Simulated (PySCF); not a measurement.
C₃H₆O₃Si (SMILES C=C(O[SiH3])C(=O)O)

Input file:

```
{"job": {"kind": "nmr", "xc": "PBE0", "basis": "pcSseg-1"}, "charge": 0, "multiplicity": 1}
C      1.394894     1.490398     0.382253
C      0.461892     0.569448     0.127301
O     -0.826610     0.748667     0.402141
Si    -2.117929    -0.248695     0.171931
C      0.794607    -0.738748    -0.486157
O     -0.047612    -1.576707    -0.709706
O      2.082450    -0.918714    -0.769266
H      1.129927     2.431775     0.827730
H      2.425306     1.305216     0.148108
H     -2.043098    -1.453320     0.988502
H     -2.379735    -0.504434    -1.239108
H     -3.094718     0.691445     0.719645
H      2.216239    -1.795843    -1.164847
```

Launched as:

```sh
OMP_NUM_THREADS=1 python probes_run.py task.json out
```

Geometry: GFN2-xTB.

The calculation used PBE0/pcSseg-1, SCF density, gas phase, non-relativistic in PySCF.

What can the converged electron density and electron localisation function tell about the bonding?

Answer. C–O (1.21 Å): the density is about 3.3 e/Å³ at the midpoint; the ELF peaks at about 0.85 between the atoms; a short, multiple covalent bond.
C–C (1.34 Å): ρ is about 2.3 e/Å³ halfway; the ELF peaks at about 0.95 between the atoms: a short, multiple covalent bond.
Si–O (1.65 Å): the density is about 1.1 e/Å³ at the midpoint; the ELF peaks at about 0.85 between the atoms (a polar covalent bond).
O–H (0.97 Å): ρ is about 3.7 e/Å³ halfway; the ELF climbs to about 1 towards the hydrogen, as it does in any bond to H: an ordinary covalent bond to hydrogen.

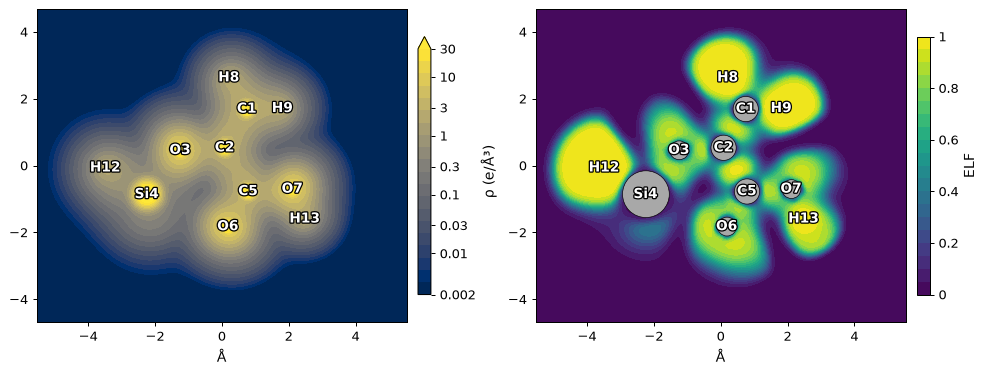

Computed electron density and electron localisation function on the plane of atoms C2, C5 and O6, in this order. Grey discs cover the atomic cores in the ELF map. 
